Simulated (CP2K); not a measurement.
Hexafluoropropene has these distinct C atoms: C2 (bonded to C and 2 F), C4 (bonded to 2 C and F) and C6 (bonded to C and 3 F).

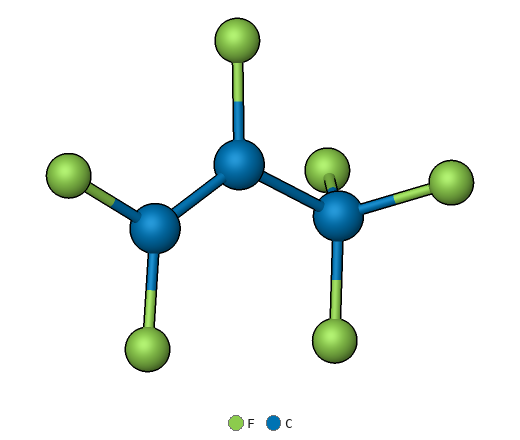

The molecule (fluorine green, carbon blue).

```xyz
9

F     2.4721   -0.2700    0.7499
C     1.3549    0.2449    0.2603
F     1.5285    1.4776   -0.1880
C     0.1983   -0.4285    0.2374
F     0.1555   -1.6863    0.7459
C    -1.1042    0.0592   -0.3179
F    -2.0660    0.0880    0.6557
F    -1.0040    1.3128   -0.8479
F    -1.5352   -0.7977   -1.2955
```

Their partial C K spectra (CP2K XAS_TDP, all-electron GAPW, PBEh(45%), aug-cc-pVDZ, TDA, GW2X-corrected core level, no relativity) are given in random order, each times the number of alike atoms.

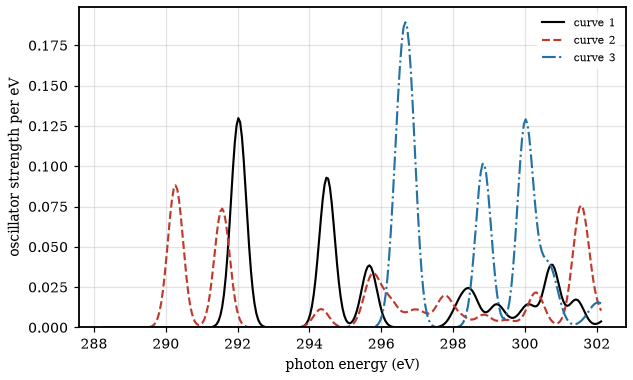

Gaussian full width 0.5 eV, oscillator strength per eV, alike atoms added, rows of zeros left out.

Which curve belongs to which atom?

Curve 1: C2 (bonded to C and 2 F), leading line at 292.03 eV (f = 0.069 an atom), ionisation energy 298.82 eV, term value 6.79 eV. Curve 2: C4 (bonded to 2 C and F), leading line at 290.27 eV (f = 0.047 an atom), ionisation energy 296.23 eV, term value 5.96 eV. Curve 3: C6 (bonded to C and 3 F), leading line at 296.50 eV (f = 0.052 an atom), ionisation energy 301.19 eV, term value 4.69 eV. The leading line of an atom is its first one with 35 % of the strongest within 2.5 eV of its lowest line over the strength cut. A line lies at the core ionisation energy, which rises as an atom loses charge to its neighbours or to a π system, less the term value, which is large for a low π* or σ* orbital with weight on that atom.

[Banner, clock and machine lines of the logs are left out without a mark of their own.]

[Logs are printed without paths, hosts, clocks, repeated set-up lines and the standing remarks that a program may print on its own settings, such as how far it seeks lower states.]

[Hosts, paths, dates, database ids (printed as entryN), source tags and the programs' standing remarks are cut or masked in the printed files.]
